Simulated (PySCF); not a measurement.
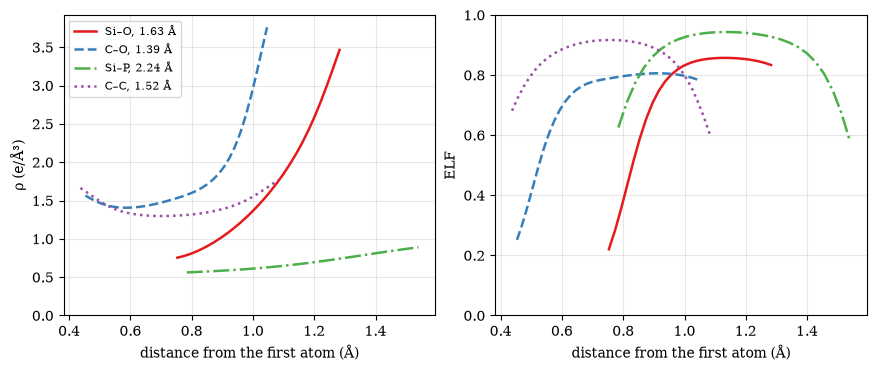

*C₂H₁₀OPSi₂ (doublet). Total electron density and ELF along straight lines between neighbouring atoms. The curves leave out the atomic cores.*

Geometry: GFN2-xTB.

The calculation used UKS B3LYP, pcH-1 on C H O P Si, non-relativistic, mean-field spin-orbit, GIAO (PySCF 2.14.0, density-fitted response routines).

```xyz
16

C    -2.8155    0.8668    0.6577
C    -2.1882   -0.5129    0.7751
O    -0.8456   -0.5435    0.3994
Si    0.4464    0.3810    0.7567
Si    2.1094   -0.9007   -0.1185
P     3.9034    0.4248    0.0868
H    -2.6919    1.2464   -0.3533
H    -3.8758    0.8099    0.8875
H    -2.3376    1.5538    1.3513
H    -2.7114   -1.2212    0.1228
H    -2.2703   -0.8716    1.8090
H     0.1604    1.7806    0.3694
H     2.1778   -1.5526   -1.4505
H     2.4018   -2.0155    0.8034
H     3.7525    1.0563   -1.1282
H     4.7770   -0.4928   -0.4449
```

Q: Compare the contacts.

A: Si–O (1.63 Å): the density is about 0.83 e/Å³ at the midpoint; the ELF peaks at about 0.85 between the atoms (a short, strongly polar bond).
C–O (1.39 Å): ρ at the midpoint is about 1.5 e/Å³; the ELF peaks at about 0.80 between the atoms; a shared but strongly polarised pair.
Si–P (2.24 Å): ρ at the midpoint is about 0.66 e/Å³; the ELF peaks at about 0.95 between the atoms; localised, covalent bonding.
C–C (1.52 Å): ρ is about 1.3 e/Å³ halfway; the ELF peaks at about 0.90 between the atoms: a covalent bond.
